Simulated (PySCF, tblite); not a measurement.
**C6H4BF2S radical: geometry, infrared bands and EPR parameters**

What infrared bands and EPR parameters should C6H4BF2S radical (`FB(F)c1ccccc1[S]`) show?

The runs use tblite 0.8.0 and PySCF 2.14.0, with density-fitted response routines of our own; the level of theory stands in each step. All values are computed, except where a source is named. Atoms are numbered from 0 throughout.

## (1) Starting geometry

14 atoms, charge 0, multiplicity 2; geometry from: force field or distance geometry start.

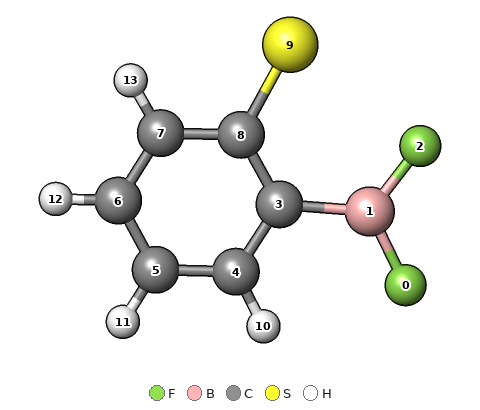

The starting geometry (fluorine green, boron pink, carbon grey, sulfur yellow, hydrogen white), atoms numbered; sticks join atoms by distance.

## (2) Optimising the geometry with GFN2-xTB

The job: settings as JSON, then the geometry in Å.

```
{"job": {"kind": "relax", "xc": "GFN2-xTB", "basis": "xTB"}, "charge": 0, "multiplicity": 2}
F      2.827800    -1.544200    -1.006300
B      2.359800    -0.348900    -0.327400
F      3.367600     0.578100     0.159600
C      0.813200    -0.103200    -0.112900
C     -0.077700    -1.081600    -0.595000
C     -1.461200    -0.927200    -0.450300
C     -1.965800     0.197400     0.201600
C     -1.092700     1.170400     0.710100
C      0.293100     1.023700     0.560000
S      1.328200     2.338200     1.245900
H      0.286800    -1.963600    -1.116200
H     -2.134400    -1.682300    -0.833700
H     -3.041100     0.312200     0.334100
H     -1.504400     2.030600     1.208300
```

Command:

```console
OMP_NUM_THREADS=1 python probes_run.py task.json out
```

This one command runs all jobs of the session in turn.

Output:

```text
step      E/eV     max force
  0    -785.14126    3.690
  1    -785.57825    2.451
  2    -785.71042    3.442
  3    -785.82478    0.643
  4    -785.85084    0.379
  5    -785.86883    0.156
  6    -785.87030    0.133
  7    -785.87217    0.087
  8    -785.87271    0.069
  9    -785.87376    0.053
 10    -785.87401    0.039
 11    -785.87412    0.033
 12    -785.87424    0.036
 13    -785.87444    0.041
 14    -785.87461    0.036
 15    -785.87472    0.032
 16    -785.87481    0.029
 17    -785.87490    0.031
 18    -785.87501    0.026
 19    -785.87508    0.024
 20    -785.87513    0.020
 21    -785.87516    0.016
 22    -785.87519    0.017
 23    -785.87521    0.015
 24    -785.87523    0.010
```

It took 0.16 s on 1 thread of Arm Neoverse V2, shared host.

Relaxation path:

```
step  energy from step 0 (eV)  largest force (eV/Å)
   0                   0.0000                3.6905
   1                  -0.4370                2.4513
   2                  -0.5692                3.4424
   3                  -0.6835                0.6432
   4                  -0.7096                0.3791
   5                  -0.7276                0.1558
   6                  -0.7290                0.1326
   7                  -0.7309                0.0867
   8                  -0.7314                0.0691
   9                  -0.7325                0.0529
  10                  -0.7328                0.0394
  11                  -0.7329                0.0335
  12                  -0.7330                0.0356
  13                  -0.7332                0.0408
  14                  -0.7333                0.0358
  15                  -0.7335                0.0316
  16                  -0.7336                0.0294
  17                  -0.7336                0.0309
  18                  -0.7337                0.0265
  19                  -0.7338                0.0238
  20                  -0.7339                0.0197
  21                  -0.7339                0.0156
  22                  -0.7339                0.0173
  23                  -0.7340                0.0154
  24                  -0.7340                0.0096
```

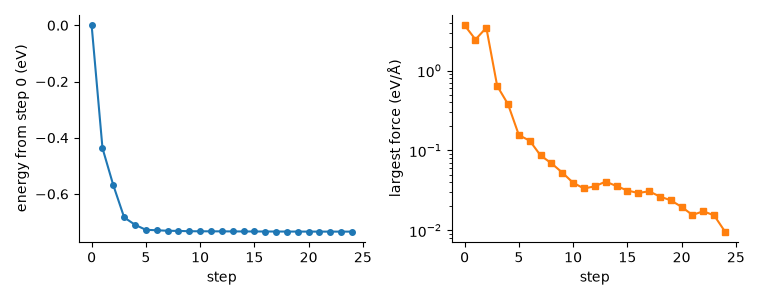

Energy and largest force along the relaxation.

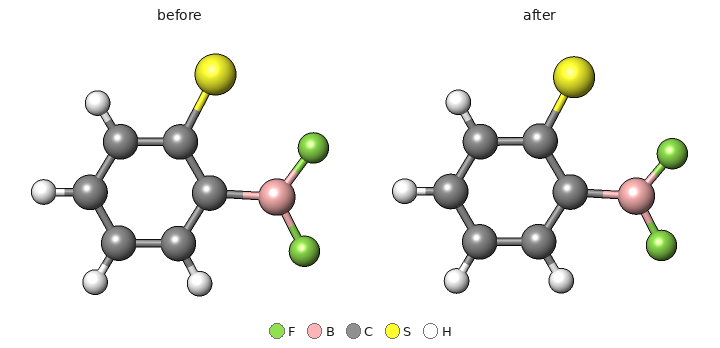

Before and after, at one scale.

Close pairs (by a distance rule), those that changed most:

| bond | before (Å) | after (Å) | change (Å) |
| --- | --- | --- | --- |
| B1–F2 | 1.453 | 1.316 | -0.138 |
| F0–B1 | 1.452 | 1.323 | -0.129 |
| C8–S9 | 1.808 | 1.717 | -0.091 |
| C6–C7 | 1.403 | 1.377 | -0.026 |
| B1–C3 | 1.581 | 1.556 | -0.025 |
| C4–C5 | 1.400 | 1.383 | -0.017 |
| C3–C4 | 1.408 | 1.398 | -0.011 |
| C6–H12 | 1.089 | 1.080 | -0.010 |

The end geometry stands in the next job.

## (3) Harmonic vibrations with GFN2-xTB

The job: settings as JSON, then the geometry in Å.

```
{"job": {"kind": "ir", "xc": "GFN2-xTB", "basis": "xTB"}, "charge": 0, "multiplicity": 2}
F      2.773834    -1.429046    -0.943842
B      2.348969    -0.345898    -0.313962
F      3.320914     0.447320     0.082890
C      0.827170    -0.102619    -0.100450
C     -0.070317    -1.055779    -0.589633
C     -1.438415    -0.918427    -0.442730
C     -1.952273     0.197044     0.207886
C     -1.100933     1.159015     0.703570
C      0.287910     1.028165     0.560042
S      1.281092     2.271724     1.205732
H      0.331652    -1.920822    -1.095644
H     -2.102811    -1.673994    -0.832500
H     -3.019035     0.312893     0.326398
H     -1.488435     2.029952     1.210076
```

Output:

```text
mode    cm-1     km/mol
  1      35.6      0.16
  2      93.2      0.12
  3     127.6      0.05
  4     175.4      1.53
  5     234.2      0.38
  6     298.7      6.43
  7     361.6      5.35
  8     398.5      4.79
  9     430.5      5.12
 10     455.5      2.20
 11     535.8     17.09
 12     550.8     78.43
 13     660.7      1.04
 14     679.9     22.72
 15     739.2      0.26
 16     761.3     15.35
 17     875.9      0.35
 18     918.5      0.10
 19     923.8      0.03
 20    1003.9     18.47
 21    1080.8      4.95
 22    1100.4      6.11
 23    1144.5     11.83
 24    1177.1      1.15
 25    1239.6     32.28
 26    1255.9    390.41
 27    1283.8    217.03
 28    1314.1    124.88
 29    1378.5     17.74
 30    1422.3     48.17
 31    1521.3      6.05
 32    1556.5     18.10
 33    3085.7      3.19
 34    3090.0      7.01
 35    3097.5     21.01
 36    3103.3     21.74
```

It took 0.48 s on 1 thread of Arm Neoverse V2, shared host.

Which atoms move in the most intense modes:

| cm⁻¹ | km/mol | atoms |
| --- | --- | --- |
| 551 | 78.4 | B1 54 % |
| 680 | 22.7 | C3 34 %, C8 26 % |
| 1240 | 32.3 | H10 37 %, H13 34 %, C8 14 % |
| 1256 | 390.4 | B1 61 %, F0 17 % |
| 1284 | 217.0 | B1 47 %, F2 13 %, C3 12 % |
| 1314 | 124.9 | C3 24 %, C4 16 %, B1 14 %, C8 13 % |
| 1422 | 48.2 | C3 17 %, C4 16 %, C7 13 %, H10 12 % |
| 3103 | 21.7 | H11 50 %, H12 20 %, H10 12 %, H13 10 % |

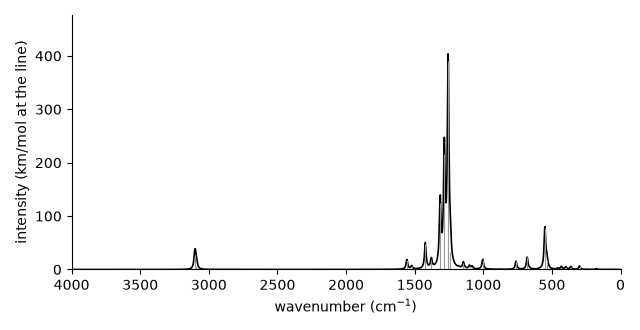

The infrared spectrum from these modes, unscaled. Lines are broadened to a width of 14 cm⁻¹ (Lorentzian).

## (4) EPR parameters: B3LYP/pcH-1

Settings changed since step 3:

```diff
@@ -1,2 +1,2 @@
-{"job": {"kind": "ir", "xc": "GFN2-xTB", "basis": "xTB"}, "charge": 0, "multiplicity": 2}
+{"job": {"kind": "epr", "basis": "pcH-1"}, "charge": 0, "multiplicity": 2}
 F      2.773834    -1.429046    -0.943842
```

Level: UKS B3LYP, pcH-1 on B C F H S, non-relativistic, mean-field spin-orbit, GIAO.

Output:

```text
UKS, coarse grid
  cycle   1  E = -853.81570752  |g| = 5.07e-01
  cycle   2  E = -853.74096936  |g| = 7.50e-01
  cycle   3  E = -853.90523583  |g| = 7.11e-02
  cycle   4  E = -853.90689290  |g| = 4.56e-02
  cycle   5  E = -853.90791713  |g| = 1.56e-02
  cycle   6  E = -853.90806358  |g| = 6.20e-03
  cycle   7  E = -853.90809478  |g| = 3.13e-03
  cycle   8  E = -853.90810298  |g| = 1.54e-03
  cycle   9  E = -853.90810584  |g| = 5.90e-04
UKS, final grid
  cycle   1  E = -853.90815209  |g| = 8.76e-04
  cycle   2  E = -853.90815129  |g| = 1.56e-03
  cycle   3  E = -853.90815264  |g| = 1.68e-04
  cycle   4  E = -853.90815267  |g| = 1.16e-04
  cycle   5  E = -853.90815272  |g| = 5.29e-05
  cycle   6  E = -853.90815272  |g| = 1.47e-05
E = -853.90815272 Eh   <S^2> = 0.7662 (exact 0.7500)
g shifts (ppm)      1          2          3
  rmc          -206       -206       -206
  gc             -7         46         42
  oz_so          93      10447     318518
  total        -120      10287     318354
hyperfine (MHz)  atom isotope    a_iso     a_fc   dipolar eigenvalues
    0   19F       1.32       1.32     -6.61     -4.44     11.05
    1   11B      -5.54      -5.54     -1.07      0.27      0.80
    2   19F      -6.24      -6.24     -3.82     -0.11      3.93
    3   13C      10.75      10.75    -11.40    -10.89     22.29
    4   13C     -13.14     -13.14     -8.59      3.76      4.83
    5   13C      16.37      16.37    -15.16    -13.92     29.07
    6   13C     -15.01     -15.01    -11.53      5.20      6.33
    7   13C      13.99      13.99    -13.50    -13.09     26.58
    8   13C     -24.74     -24.74     -9.99      4.22      5.77
    9   33S      14.83      14.83    -70.53    -69.80    140.33
   10    1H       3.42       3.42     -1.72     -0.16      1.88
   11    1H     -12.37     -12.37     -7.45     -0.45      7.91
   12    1H       4.60       4.60     -1.73     -0.79      2.52
   13    1H     -11.43     -11.43     -3.12     -2.24      5.36
```

It took 93 s on 1 thread of Arm Neoverse V2, shared host; peak memory 1.1 GiB.

Principal g values 2.00220, 2.01261, 2.32067; g(iso) = 2.11183, against 2.00232 for a free electron. They are not to be trusted: the run shows nearly degenerate orbitals, where second-order g theory doesn't apply.

Hyperfine couplings; where a row names several nuclei, a(iso) is their mean (it holds for fast rotation or exchange) and the dipolar term the largest among them:

| nuclei | isotope | a(iso) (MHz) | a(iso) (G, at g = 2.0023) | largest dipolar term (MHz) |
| --- | --- | --- | --- | --- |
| C8 | 13C | -24.7 | -8.8 | -10.0 |
| C5 | 13C | 16.4 | 5.8 | 29.1 |
| C6 | 13C | -15.0 | -5.4 | -11.5 |
| S9 | 33S | 14.8 | 5.3 | 140.3 |
| C7 | 13C | 14.0 | 5.0 | 26.6 |
| C4 | 13C | -13.1 | -4.7 | -8.6 |
| H11 | 1H | -12.4 | -4.4 | 7.9 |
| H13 | 1H | -11.4 | -4.1 | 5.4 |
| C3 | 13C | 10.8 | 3.8 | 22.3 |
| B1 | 11B | -5.5 | -2.0 | -1.1 |
| H12 | 1H | 4.6 | 1.6 | 2.5 |
| H10 | 1H | 3.4 | 1.2 | 1.9 |
| F0, F2 | 19F | -2.5 | -0.9 | 11.0 |

Mulliken spin populations:

F0 0.00; B1 0.00; F2 0.00; C3 0.15; C4 -0.08; C5 0.19; C6 -0.10; C7 0.17; C8 -0.11; S9 0.77; H10 0.00; H11 -0.01; H12 0.00; H13 -0.01

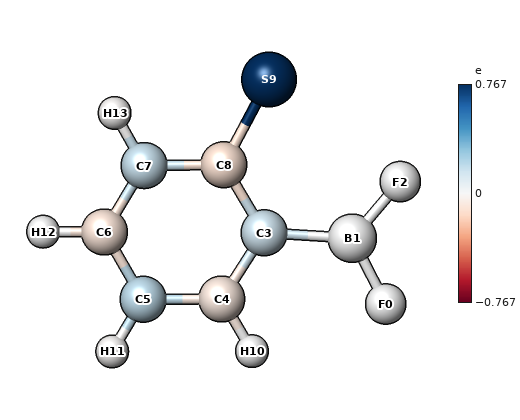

Mulliken spin populations, as colours on the atoms.

Orbitals, density, ELF and potential are computed afterwards from the orbital file.

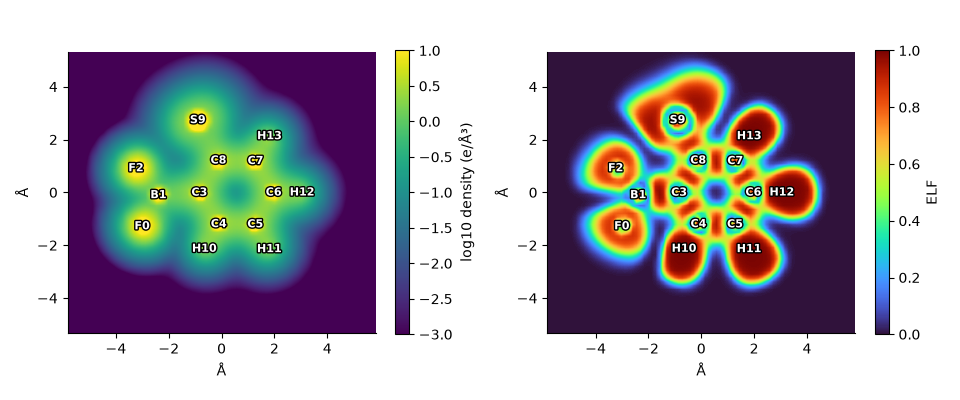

Density (left) and ELF (right) in a plane through or near 14 of the atoms.

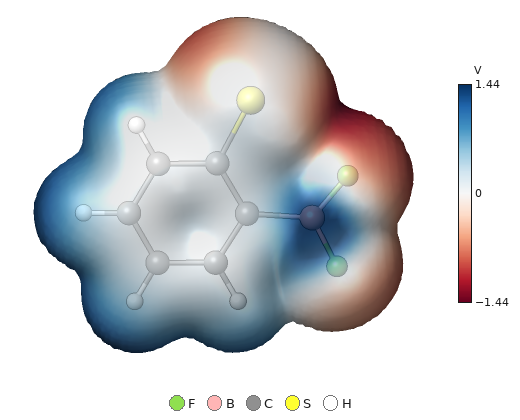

The potential that a unit positive charge feels on the 0.002 e/bohr³ surface, from -1.24 V near F2 to 1.44 V near B1.

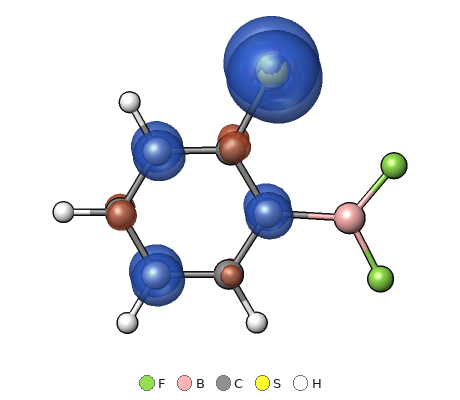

Spin density at ±0.04 e/Å³ (alpha excess blue, beta excess red).

## (5) Summary of results

```
                                                                  quantity                                            value
                                 strongest single infrared mode (GFN2-xTB)                            1256 cm⁻¹, 390 km/mol
                                              zero-point energy (GFN2-xTB)                                    54.5 kcal/mol
                                                            g(iso) (B3LYP)                                          2.11183
                                                                      ⟨S²⟩                               0.766 (exact 0.75)
                                        largest a(iso) (averaged by class)                             13C on C8, -24.7 MHz
potential on the surface of density 0.002 e/bohr³, 1st and 99th percentile                               -1.24 V and 1.44 V
                                             property runs in this session  1, of which 0 failed and 1 gave unsound results
```

Over 24 steps the energy fell by 0.734 eV; of the close pairs, B1–F2 changed most, 1.453 to 1.316 Å. No mode is imaginary among the 36: a minimum at this level. The strongest single mode, at 1256 cm⁻¹, moves mainly B1. Unscaled tight-binding wavenumbers are off by several per cent, some by more. Its intensities can rank the bands wrongly. Most of the unpaired spin sits on S9 (0.77 e). The isotropic g lies 109.5 ppt above the free-electron value. These values are not to be trusted: the run shows nearly degenerate orbitals, where second-order g theory doesn't apply. The conformer search found further structures of the same energy, which may be mirror or relabelled copies of this one.
